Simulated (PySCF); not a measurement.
Ga(H)(Vi)2, C₄H₇Ga, SMILES C=[CH][GaH][CH]=C at its B3LYP/def2-SVP optimised geometry (Å):

```
12

Ga     0.2267     0.0000     0.0000
H      1.8051     0.0000     0.0000
C     -0.7073     1.7275     0.0000
C     -0.0373     2.8927    -0.0016
H     -1.8051     1.7784     0.0006
H     -0.5428     3.8678    -0.0021
H      1.0593     2.9314    -0.0024
C     -0.7074    -1.7274    -0.0006
C     -0.0373    -2.8926    -0.0023
H     -1.8051    -1.7783     0.0002
H     -0.5428    -3.8678    -0.0029
H      1.0593    -2.9313    -0.0032
```

Level of theory: B3LYP/def2-TZVP run with PySCF. Cells within 0.4 Å of a nucleus heavier than hydrogen are left out (blank, or x).

Map of the Laplacian of the electron density (e/bohr⁵), clipped to [-1.50, 1.50] on the plane z = 0.0 Å:

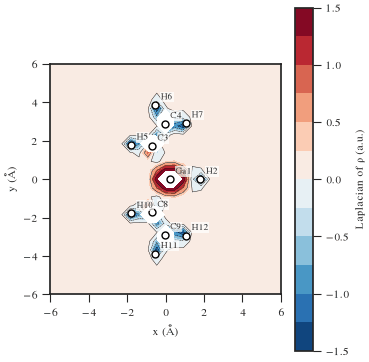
Figure: Laplacian of the electron density (e/bohr⁵), clipped to [-1.50, 1.50] on the plane z = 0.0 Å.
